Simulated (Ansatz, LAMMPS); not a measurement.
# Relaxing ionic liquid ethylpyridinium dicyanamide with Li salt, from a frame at 400 K (98 atoms), part 2 of 3

How does ionic liquid ethylpyridinium dicyanamide with Li salt, from a frame at 400 K (98 atoms) relax, and what do bonds, charges and levels look like afterwards?

Ansatz 0.2.0; Kohn-Sham DFT, revPBE+D4, PAW (set soft_2), plane waves.

The cell: 38 C, 19 N, 40 H and 1 Li. The network of contacts between molecules at the start is that of the classical potential that made the cell. The density was typed from a rule of thumb and may lie off the real one at this temperature. Sampling is at Γ alone, for a cell whose shortest periodic width is 11 Å.

So far. Step 3 (Single point at the start): Neighbours are counted within 1.34 Å (H-C), 1.85 Å (C-C), 1.62 Å (C-N), 2.58 Å (C-Li), 2.48 Å (N-Li).

### Step 4. Relaxation

With the cell held, the atoms are moved downhill towards a nearby minimum.

input.yaml

```yaml
crystal:
  lattice:
    - [10.51987, 0.0, 0.0]
    - [0.0, 10.51987, 0.0]
    - [0.0, 0.0, 10.51987]
  atoms:
    [... the 98 atom lines of step 3 ...]
kpoints:
  mp_grid: { grid: [1, 1, 1] }
hamiltonian:
  xc: revpbe
  dispersion: d4
scf:
  occupations: { method: gaussian, width: 0.025 }
output:
  forces: true
relax:
  f_tol: 0.03
  max_steps: 200
```

Command:

```console
$ ansatz run input.yaml --threads 4 --pin off --max-ram 8192MiB --backend cpu --events-out ev --progress --plain --runs-dir out
```

Numbers of over 12 decimals in the logs are rounded to 6 here.

The program printed:

```text
[...]
Crystal: 98 atoms, lattice volume = 1164.209 Å³
Basis set: ecut = 420 eV, 22887 PW (Γ), exchange–correlation on 144×144×144 points (8 copies of the dense FFT grid, shifted against one another)
Bands: 243, of which v1, the nominal top of the filled ones, is band 145 counted from 1 (144 counted from 0)
Symmetry: 1 space group operations
[...]
k-points: 1
[...]
SCF iter   1: F=—  HF=-17736.109910 eV  |F-HF|=—  |Δ(HF+E_count)|=         —  Δρ=7.60e-3  dr2=1.34e0  ethr=1.77e-3  ⟨swp⟩=6.0  Hψ=1117  notcnv=0  defer=30
[...]
SCF iter   8: F=-17735.710859 eV  HF=-17735.710856 eV  |F-HF|=2.81e-6  |Δ(HF+E_count)|=   1.71e-5  Δρ=3.04e-5  dr2=1.12e-5  ethr=7.76e-9  ⟨swp⟩=2.0  Hψ=684  notcnv=0
SCF 1 converged in 8 iterations: F = -17735.710859 eV  dr2 = 1.12e-5
[...]
relax step   1: F+E_penalty+E_count = -17735.71085924 eV  Δ(F+E_penalty+E_count) = +0.000e0 eV  max|allowed force component| = 7.361e0 eV/Å  Δτ_max = 0.0000 Å  (8 SCF iters, dr2 threshold 2.25e-5 eV, accepted)
[... from here on, the SCF cycles and remarks between the steps are left out ...]
relax step   2: F+E_penalty+E_count = -17741.78157519 eV  Δ(F+E_penalty+E_count) = -6.071e0 eV  max|allowed force component| = 3.323e0 eV/Å  Δτ_max = 0.1948 Å  (7 SCF iters, dr2 threshold 1.00e-4 eV, accepted)
relax step   3: F+E_penalty+E_count = -17743.64010726 eV  Δ(F+E_penalty+E_count) = -1.859e0 eV  max|allowed force component| = 1.657e0 eV/Å  Δτ_max = 0.1989 Å  (7 SCF iters, dr2 threshold 1.00e-4 eV, accepted)
relax step   4: F+E_penalty+E_count = -17744.15658426 eV  Δ(F+E_penalty+E_count) = -5.165e-1 eV  max|allowed force component| = 1.028e0 eV/Å  Δτ_max = 0.1920 Å  (7 SCF iters, dr2 threshold 1.00e-4 eV, accepted)
relax step   5: F+E_penalty+E_count = -17744.48921230 eV  Δ(F+E_penalty+E_count) = -3.326e-1 eV  max|allowed force component| = 5.695e-1 eV/Å  Δτ_max = 0.1948 Å  (7 SCF iters, dr2 threshold 1.00e-4 eV, accepted)
relax step   6: F+E_penalty+E_count = -17744.65041874 eV  Δ(F+E_penalty+E_count) = -1.612e-1 eV  max|allowed force component| = 3.759e-1 eV/Å  Δτ_max = 0.1922 Å  (7 SCF iters, dr2 threshold 9.96e-5 eV, accepted)
relax step   7: F+E_penalty+E_count = -17744.81751141 eV  Δ(F+E_penalty+E_count) = -1.671e-1 eV  max|allowed force component| = 5.919e-1 eV/Å  Δτ_max = 0.1986 Å  (7 SCF iters, dr2 threshold 4.34e-5 eV, accepted)
relax step   8: F+E_penalty+E_count = -17744.81878122 eV  Δ(F+E_penalty+E_count) = -1.270e-3 eV  max|allowed force component| = 3.935e-1 eV/Å  Δτ_max = 0.1942 Å  (7 SCF iters, dr2 threshold 1.00e-4 eV, accepted)
relax step   9: F+E_penalty+E_count = -17744.91129584 eV  Δ(F+E_penalty+E_count) = -9.251e-2 eV  max|allowed force component| = 5.310e-1 eV/Å  Δτ_max = 0.1908 Å  (7 SCF iters, dr2 threshold 6.84e-5 eV, accepted)
relax step  10: F+E_penalty+E_count = -17744.94706334 eV  Δ(F+E_penalty+E_count) = -3.577e-2 eV  max|allowed force component| = 3.273e-1 eV/Å  Δτ_max = 0.0996 Å  (6 SCF iters, dr2 threshold 1.00e-4 eV, accepted)
relax step  11: F+E_penalty+E_count = -17744.97959255 eV  Δ(F+E_penalty+E_count) = -3.253e-2 eV  max|allowed force component| = 4.890e-1 eV/Å  Δτ_max = 0.1844 Å  (7 SCF iters, dr2 threshold 4.07e-5 eV, accepted)
relax step  12: F+E_penalty+E_count = -17744.99029928 eV  Δ(F+E_penalty+E_count) = -1.071e-2 eV  max|allowed force component| = 8.015e-1 eV/Å  Δτ_max = 0.1494 Å  (7 SCF iters, dr2 threshold 9.08e-5 eV, accepted)
relax step  13: F+E_penalty+E_count = -17745.00782829 eV  Δ(F+E_penalty+E_count) = -1.753e-2 eV  max|allowed force component| = 4.421e-1 eV/Å  Δτ_max = 0.0775 Å  (5 SCF iters, dr2 threshold 1.00e-4 eV, accepted)
relax step  14: F+E_penalty+E_count = -17745.02052062 eV  Δ(F+E_penalty+E_count) = -1.269e-2 eV  max|allowed force component| = 2.629e-1 eV/Å  Δτ_max = 0.1056 Å  (6 SCF iters, dr2 threshold 5.95e-5 eV, accepted)
relax step  15: F+E_penalty+E_count = -17745.03209176 eV  Δ(F+E_penalty+E_count) = -1.157e-2 eV  max|allowed force component| = 2.200e-1 eV/Å  Δτ_max = 0.0988 Å  (7 SCF iters, dr2 threshold 2.10e-5 eV, accepted)
relax step  16: F+E_penalty+E_count = -17745.04079030 eV  Δ(F+E_penalty+E_count) = -8.699e-3 eV  max|allowed force component| = 3.807e-1 eV/Å  Δτ_max = 0.1948 Å  (7 SCF iters, dr2 threshold 1.71e-5 eV, accepted)
relax step  17: F+E_penalty+E_count = -17745.04876729 eV  Δ(F+E_penalty+E_count) = -7.977e-3 eV  max|allowed force component| = 2.522e-1 eV/Å  Δτ_max = 0.0460 Å  (5 SCF iters, dr2 threshold 1.00e-4 eV, accepted)
relax step  18: F+E_penalty+E_count = -17745.05765805 eV  Δ(F+E_penalty+E_count) = -8.891e-3 eV  max|allowed force component| = 1.666e-1 eV/Å  Δτ_max = 0.1017 Å  (7 SCF iters, dr2 threshold 2.79e-5 eV, accepted)
relax step  19: F+E_penalty+E_count = -17745.06524774 eV  Δ(F+E_penalty+E_count) = -7.590e-3 eV  max|allowed force component| = 4.028e-1 eV/Å  Δτ_max = 0.1305 Å  (7 SCF iters, dr2 threshold 1.21e-5 eV, accepted)
[...]
relax step  33: F+E_penalty+E_count = -17745.17487619 eV  Δ(F+E_penalty+E_count) = -2.139e-2 eV  max|allowed force component| = 2.329e-1 eV/Å  Δτ_max = 0.0973 Å  (10 SCF iters, accepted)
[...]
relax step  49: F+E_penalty+E_count = -17745.25933247 eV  Δ(F+E_penalty+E_count) = -6.218e-4 eV  max|allowed force component| = 2.389e-2 eV/Å  Δτ_max = 0.0166 Å  (8 SCF iters, accepted)
relax step  50: F+E_penalty+E_count = -17745.26015421 eV  Δ(F+E_penalty+E_count) = -8.217e-4 eV  max|allowed force component| = 5.682e-2 eV/Å  Δτ_max = 0.0459 Å  (9 SCF iters, accepted)
[...]
relax step  53: F+E_penalty+E_count = -17745.26116356 eV  Δ(F+E_penalty+E_count) = -2.216e-7 eV  max|allowed force component| = 2.493e-2 eV/Å  Δτ_max = 0.0000 Å  (4 SCF iters, accepted)
relax step  54: F+E_penalty+E_count = -17745.26160806 eV  Δ(F+E_penalty+E_count) = -4.445e-4 eV  max|allowed force component| = 2.503e-2 eV/Å  Δτ_max = 0.0511 Å  (9 SCF iters, accepted)
relax step  55: F+E_penalty+E_count = -17745.26200725 eV  Δ(F+E_penalty+E_count) = -3.992e-4 eV  max|allowed force component| = 3.761e-2 eV/Å  Δτ_max = 0.0379 Å  (8 SCF iters, accepted)
[...]
relax step  57: F+E_penalty+E_count = -17745.26120692 eV  Δ(F+E_penalty+E_count) = +1.502e-3 eV  max|allowed force component| = 1.035e-1 eV/Å  Δτ_max = 0.1404 Å  (9 SCF iters, dr2 threshold 1.30e-6 eV, rejected (line search))
relax step  58: F+E_penalty+E_count = -17745.26372924 eV  Δ(F+E_penalty+E_count) = -1.020e-3 eV  max|allowed force component| = 4.528e-2 eV/Å  Δτ_max = 0.0691 Å  (9 SCF iters, accepted)
relax step  59: F+E_penalty+E_count = -17745.26345105 eV  Δ(F+E_penalty+E_count) = +2.782e-4 eV  max|allowed force component| = 7.363e-2 eV/Å  Δτ_max = 0.0990 Å  (8 SCF iters, dr2 threshold 1.97e-6 eV, rejected (line search))
relax step  60: F+E_penalty+E_count = -17745.26475340 eV  Δ(F+E_penalty+E_count) = -1.024e-3 eV  max|allowed force component| = 3.612e-2 eV/Å  Δτ_max = 0.0487 Å  (9 SCF iters, accepted)
relax step  61: F+E_penalty+E_count = -17745.26520322 eV  Δ(F+E_penalty+E_count) = -4.498e-4 eV  max|allowed force component| = 3.652e-2 eV/Å  Δτ_max = 0.0490 Å  (9 SCF iters, accepted)
relax step  62: F+E_penalty+E_count = -17745.26683526 eV  Δ(F+E_penalty+E_count) = -1.632e-3 eV  max|allowed force component| = 3.425e-2 eV/Å  Δτ_max = 0.0727 Å  (10 SCF iters, accepted)
[...]
relax step  64: F+E_penalty+E_count = -17745.26848542 eV  Δ(F+E_penalty+E_count) = -1.189e-3 eV  max|allowed force component| = 9.625e-2 eV/Å  Δτ_max = 0.0279 Å  (6 SCF iters, dr2 threshold 1.01e-5 eV, accepted)
relax step  65: F+E_penalty+E_count = -17745.26940746 eV  Δ(F+E_penalty+E_count) = -9.220e-4 eV  max|allowed force component| = 6.697e-2 eV/Å  Δτ_max = 0.0196 Å  (6 SCF iters, dr2 threshold 7.46e-6 eV, accepted)
relax step  66: F+E_penalty+E_count = -17745.27225341 eV  Δ(F+E_penalty+E_count) = -2.846e-3 eV  max|allowed force component| = 7.222e-2 eV/Å  Δτ_max = 0.1300 Å  (9 SCF iters, dr2 threshold 2.17e-6 eV, accepted)
relax step  67: F+E_penalty+E_count = -17745.27458282 eV  Δ(F+E_penalty+E_count) = -2.329e-3 eV  max|allowed force component| = 1.380e-1 eV/Å  Δτ_max = 0.1950 Å  (9 SCF iters, dr2 threshold 2.53e-6 eV, accepted)
relax step  68: F+E_penalty+E_count = -17745.27632627 eV  Δ(F+E_penalty+E_count) = -1.743e-3 eV  max|allowed force component| = 1.071e-1 eV/Å  Δτ_max = 0.0404 Å  (6 SCF iters, dr2 threshold 1.90e-5 eV, accepted)
relax step  69: F+E_penalty+E_count = -17745.27833679 eV  Δ(F+E_penalty+E_count) = -2.011e-3 eV  max|allowed force component| = 5.904e-2 eV/Å  Δτ_max = 0.0178 Å  (6 SCF iters, dr2 threshold 6.91e-6 eV, accepted)
relax step  70: F+E_penalty+E_count = -17745.28188682 eV  Δ(F+E_penalty+E_count) = -3.550e-3 eV  max|allowed force component| = 5.063e-2 eV/Å  Δτ_max = 0.1093 Å  (9 SCF iters, dr2 threshold 1.06e-6 eV, accepted)
relax step  71: F+E_penalty+E_count = -17745.28324596 eV  Δ(F+E_penalty+E_count) = -1.359e-3 eV  max|allowed force component| = 9.115e-2 eV/Å  Δτ_max = 0.1928 Å  (11 SCF iters, accepted)
relax step  72: F+E_penalty+E_count = -17745.28600548 eV  Δ(F+E_penalty+E_count) = -2.760e-3 eV  max|allowed force component| = 4.766e-2 eV/Å  Δτ_max = 0.0314 Å  (6 SCF iters, dr2 threshold 6.11e-6 eV, accepted)
relax step  73: F+E_penalty+E_count = -17745.28831043 eV  Δ(F+E_penalty+E_count) = -2.305e-3 eV  max|allowed force component| = 2.930e-2 eV/Å  Δτ_max = 0.0568 Å  (9 SCF iters, accepted)
SCF converged after 9 iterations
Free energy (F): -17745.288310 eV
[...]
Internal energy: -17745.288310 eV  (E = F + TS)
E sigma→0 (E₀):  -17745.288310 eV
Fermi energy:    1.195964 eV
[...]
--- Forces (eV/Å), atoms counted from 1 ---
  atom   1  C      0.01448385    -0.00292649     0.00307499
  atom   2  C     -0.01198237     0.00010672     0.00254291
  atom   3  N     -0.00215224    -0.01312361    -0.00845048
  atom   4  C      0.00027559     0.01520915     0.00223835
  atom   5  C     -0.00085809    -0.00130769    -0.00517661
  atom   6  C      0.00119885    -0.00019227    -0.00075102
  atom   7  C     -0.00151680     0.00229209    -0.00311981
  atom   8  C     -0.00131161     0.00063470     0.00723042
  atom   9  H     -0.00184544     0.00107759    -0.00010669
  atom  10  H     -0.00013977    -0.00100496     0.00180519
  atom  11  H     -0.00014041     0.00414101     0.00036988
  atom  12  H      0.00100991     0.00118021    -0.00014621
  atom  13  H     -0.00014210    -0.00470094    -0.00115202
  atom  14  H     -0.00068683     0.00208547    -0.00008641
[...]
atom  97  N      0.00189249     0.00677489    -0.00492674
  atom  98  Li     0.00486050    -0.00613131    -0.00389907
  max |Σ_I F_I| component: 1.54e-4 eV/Å
--- Relaxed structure (73 steps of the walk, 69 accepted, 0 SCFs on fresh bases) ---
  F+E_penalty+E_count = -17745.28831043 eV   max|allowed force component| = 2.930e-2 eV/Å
  atoms:
    - { symbol: C, position: [0.613344, 0.342380, 0.215966] }
    - { symbol: C, position: [0.470462, 0.340259, 0.191758] }
    - { symbol: N, position: [0.435740, 0.421494, 0.081058] }
    - { symbol: C, position: [0.436058, 0.549683, 0.095460] }
[...]
- { symbol: Li, position: [0.728938, 0.334391, 0.831956] }
```

Elapsed: 5.2 min, on 4 threads of Intel Xeon Platinum 8488C (Sapphire Rapids), shared host; peak memory 1.2 GiB.

The program notes that the dispersion model switches parameters near this geometry. Further notices: relaxed geometry near dispersion switch.

The steps of the relaxation (22 of 73):

```
step  energy less that of the first step (eV)  largest force component (eV/Å)
   1                                   0.0000                          7.3614
   4                                  -8.4457                          1.0276
   8                                  -9.1079                          0.3935
  11                                  -9.2687                          0.4890
  15                                  -9.3212                          0.2200
  18                                  -9.3468                          0.1666
  22                                  -9.3698                          0.1907
  25                                  -9.3902                          0.3227
  28                                  -9.4277                          0.6534
  32                                  -9.4426                          0.6916
  35                                  -9.4837                          0.2498
  39                                  -9.5088                          0.1562
  42                                  -9.5271                          0.2641
  46                                  -9.5449                          0.0813
  49                                  -9.5485                          0.0239
  52                                  -9.5503                          0.0250
  56                                  -9.5518                          0.0369
  59                                  -9.5526                          0.0736
  63                                  -9.5564                          0.1073
  66                                  -9.5614                          0.0722
  70                                  -9.5710                          0.0506
  73                                  -9.5775                          0.0293
```

Relaxation steps 30, 32, 57, 59 were tried and not accepted.

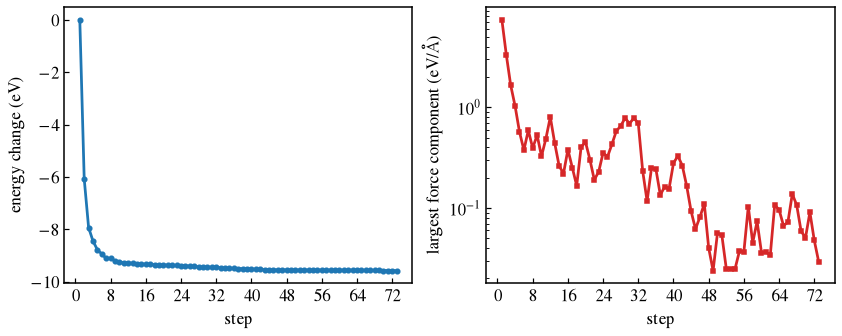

Energy and largest force along the relaxation.

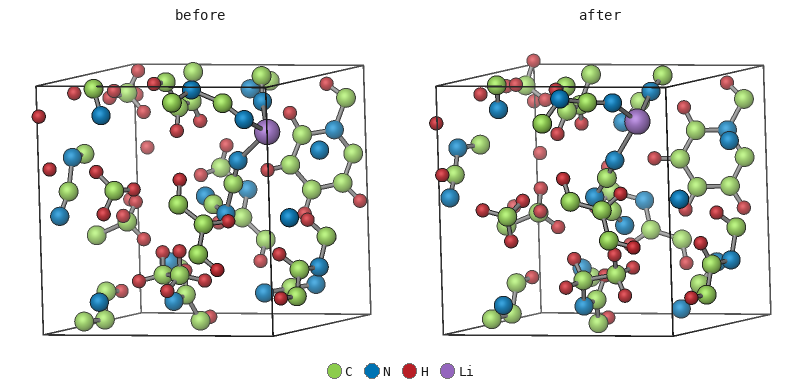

Before and after, at one scale. Bonds to atoms that aren't drawn are left out.

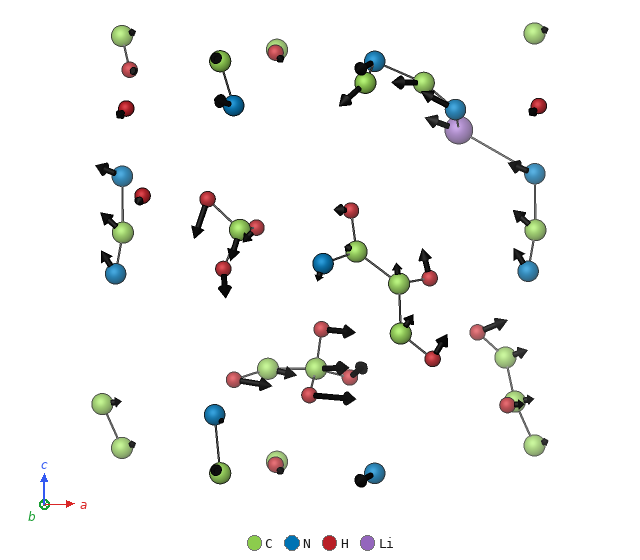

Displacements in the relaxation, scaled; the longest in the cell stands for 2.47 Å. Drawn is a slice 4 Å thick, seen along the normal of the ac plane. Bonds to atoms that aren't drawn are left out.

The atoms that moved most (Å):

```
atom      dx      dy      dz  length
  H9   2.095   1.266  -0.299   2.466
 N92  -1.136  -0.382  -1.387   1.833
 H45  -0.566  -0.240  -1.606   1.719
 N90  -0.844  -1.451  -0.264   1.700
 H13   1.509  -0.649  -0.211   1.656
  C1   1.314   0.827  -0.041   1.553
 N97   0.940  -0.229  -1.215   1.553
 H11   0.760   1.279   0.440   1.551
```

The relaxation changed the energy by -97.7 meV/atom, and atoms moved by 0.95 Å r.m.s., 2.5 Å at most.

### Step 5. Local order after relaxation

Bonds before and after, by the cutoffs listed below:

```
pair  bonds before  bonds after  mean before (Å)  mean after (Å)  spread before (Å)  spread after (Å)
 H-C            40           40            1.079           1.091              0.034             0.004
 C-C            20           20            1.408           1.418              0.065             0.054
 C-N            32           32            1.337           1.303              0.130             0.098
N-Li             4            3            2.118           2.000              0.104             0.017
```

Density 1.10 g/cm³, 11.88 Å³ an atom.

g(r), total and by pair (bins of 0.2 Å):

```
r (Å)  total   H-H    H-C   H-N  H-Li   C-C   C-N
 1.00   3.34  0.00  10.55  0.00  0.00  0.00  0.00
 1.20   0.70  0.00   0.00  0.00  0.00  0.00  4.64
 1.40   1.95  0.00   0.00  0.00  0.00  5.45  7.53
 1.60   0.17  0.00   0.00  0.00  0.00  1.10  0.00
 1.80   0.49  2.94   0.00  0.00  0.00  0.00  0.00
 2.00   0.43  0.00   0.00  2.27  0.00  0.00  0.00
 2.20   1.28  0.59   3.38  0.35  0.00  0.37  0.00
 2.40   1.08  1.27   0.00  0.43  0.00  2.85  1.33
 2.60   0.89  2.52   0.87  1.25  0.00  0.00  0.00
 2.80   0.72  0.43   0.64  1.88  0.00  0.67  0.33
 3.00   0.52  0.81   0.71  0.95  0.00  0.00  0.00
 3.20   0.76  0.56   1.13  0.89  1.08  0.38  0.36
 3.40   1.29  0.70   1.43  1.52  0.00  1.04  1.83
 3.60   0.91  1.16   0.61  0.61  1.84  0.89  1.63
 3.80   1.22  0.92   1.19  1.34  0.83  1.62  1.21
 4.00   0.99  0.97   1.02  1.03  0.71  0.88  1.03
 4.20   1.00  0.83   0.97  0.93  1.31  1.05  1.09
 4.40   1.19  1.09   1.21  1.13  2.35  1.17  1.23
 4.60   1.04  0.99   1.02  0.72  0.00  1.30  1.25
 4.80   1.03  0.96   1.07  1.19  0.99  0.89  0.97
 5.00   1.00  1.14   0.98  0.82  1.38  1.08  1.00
 5.20   0.93  0.86   0.99  1.17  0.86  0.71  0.83
```

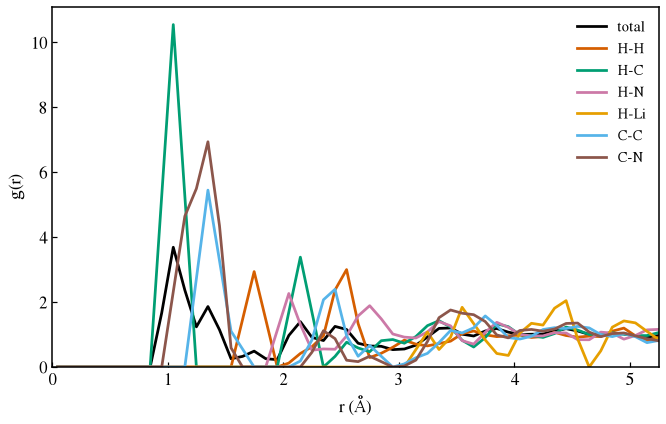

Pair distribution functions, lightly smoothed.

Bonds by pair of elements; cutoffs follow the first minimum of g(r), held within bounds set by covalent radii, and pairs that aren't listed don't count as bonded:

```
pair A-B  cutoff (Å)  bonds  mean length (Å)  spread (Å)  shortest (Å)  B about A  A about B
     H-C        1.34     40             1.09       0.004          1.08          1       1.05
     C-C        1.85     20             1.42       0.054          1.38       1.05       1.05
     C-N        1.79     32             1.30       0.098          1.18      0.842       1.68
    N-Li        2.33      3                2       0.017          1.98      0.158          3
```

How many atoms have how many bonded neighbours:

```
element  mean   1   2   3  4
      C  2.95   0  10  20  8
      H     1  40   0   0  0
     Li     3   0   0   1  0
      N  1.84   7   8   4  0
```

Bond angles, per cent of each kind in bins of 5°:

```
angle (°)  C-C-H  C-N-C  H-C-N  H-C-H  C-C-N
  105–110    5.8    0.0   50.0  100.0    8.3
  110–115   32.7    0.0    0.0    0.0   25.0
  115–120   19.2   47.1   50.0    0.0    0.0
  120–125   42.3   52.9    0.0    0.0   66.7
```

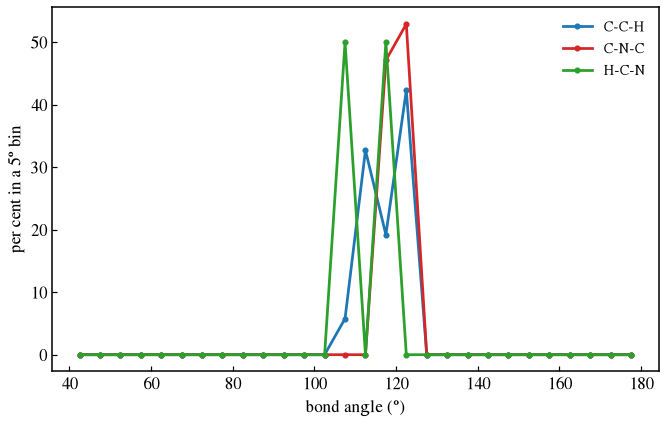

Distributions of the most common bond angles.

Bond angles (no mean is given where the spread exceeds 20°):

```
angle  count  mean (°)  spread (°)
C-C-H     52       117         5.1
C-N-C     17       121         1.5
H-C-N     16       112         4.8
H-C-H     16       109         0.7
C-C-N     12       117         4.6
```

Bond length by coordination (bonds to H left out):

```
element  coordination  atoms  mean bond length (Å)
      C             2     10                  1.25
      C             3     20                  1.38
      C             4      8                  1.51
      N             1      7                  1.18
      N             2      8                  1.41
      N             3      4                   1.4
```

Rings of the network by King's shortest-path rule, up to 12 atoms, one path for each pair of neighbours; H, halogens, alkali and alkaline-earth atoms are left out, and the last column divides by all other atoms, bonded or not:

```
ring size (atoms)  rings  per network atom
                6      4              0.07
```

With the cutoffs above, 53 % of C atoms have 3, all H atoms have 1, all Li atoms have 3 and 42 % of N atoms have 2 bonded neighbours. The C-C-H angle averages 117° with a spread of 5°. All rings counted have 6 atoms.

[end of part 2 of 3]

[Logs are printed without paths, hosts, clocks, repeated set-up lines and the standing remarks that a program may print on its own settings, such as how far it seeks lower states.]

[Hosts, paths, dates, database ids (printed as entryN), source tags and the programs' standing remarks are cut or masked in the printed files.]
